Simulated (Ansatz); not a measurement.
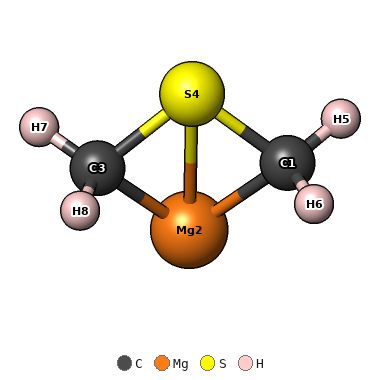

The system is C₂H₄MgS; the picture shows the reference structure. Coordinates scanned: (1) bond length C3–H7; (2) bond length C3–H8. Nothing is relaxed (all other coordinates rigid). The scan uses a 7 × 7 grid. Energies are in kJ/mol, from the lowest grid point. The reference is spin-restricted, which grows unreliable where a bond is stretched far. The calculation used Ansatz, RKS r2SCAN-D4/def2-SVP.

Its coordinates:

```yaml
atoms:
  - { symbol: C, position_ang: [0.1250, 1.4127, 0.0897] }
  - { symbol: Mg, position_ang: [-1.5203, 0.1989, -0.5239] }
  - { symbol: C, position_ang: [-0.1754, -1.4059, -0.1090] }
  - { symbol: S, position_ang: [0.6804, -0.1345, 0.8786] }
  - { symbol: H, position_ang: [0.0921, 2.2037, 0.8547] }
  - { symbol: H, position_ang: [0.7763, 1.7330, -0.7423] }
  - { symbol: H, position_ang: [-0.3847, -2.2708, 0.5392] }
  - { symbol: H, position_ang: [0.4065, -1.7371, -0.9870] }
```

Range: bond length C3–H7 from 0.969 to 1.376 Å; bond length C3–H8 from 0.905 to 1.656 Å.

Question: Predict the map.

Answer: The lowest grid point is at bond length C3–H7 = 1.105 Å, bond length C3–H8 = 1.156 Å. The bottom of the well lies between grid points, at about bond length C3–H7 = 1.101 Å, bond length C3–H8 = 1.103 Å, about 3.8 kJ/mol lower on the interpolated surface. No other kind of well shows on this grid. The highest grid point, bond length C3–H7 = 1.376 Å, bond length C3–H8 = 1.656 Å, lies 255 kJ/mol above the lowest. Round the minimum the contours are nearly round: the two directions are equally stiff and uncoupled.

| bond length C3–H8 ↓, bond length C3–H7 → | 0.969 | 1.037 | 1.105 | 1.172 | 1.240 | 1.308 | 1.376 |
| --- | --- | --- | --- | --- | --- | --- | --- |
| 1.656 | 216 | 186 | 179 | 186 | 204 | 227 | 255 |
| 1.531 | 165 | 136 | 129 | 136 | 153 | 177 | 205 |
| 1.406 | 114 | 85 | 78 | 85 | 102 | 126 | 153 |
| 1.281 | 68 | 38 | 31 | 38 | 55 | 79 | 106 |
| 1.156 | 37 | 7 | 0 | 7 | 24 | 47 | 75 |
| 1.031 | 43 | 13 | 6 | 13 | 30 | 53 | 80 |
| 0.905 | 127 | 98 | 90 | 97 | 114 | 138 | 165 |

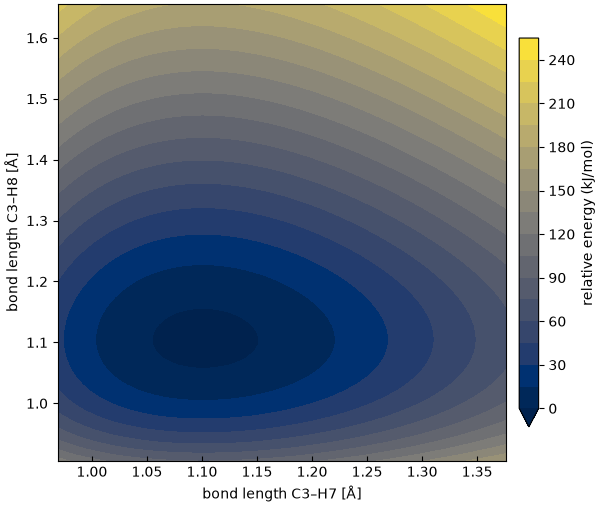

Drawn: filled contours. Between grid points the surface is interpolated.

Time for the 49 points that were run: 16 min on 1 thread of Intel(R) Xeon(R) Processor @ 2.50GHz (Skylake/Cascade Lake) (shared host).
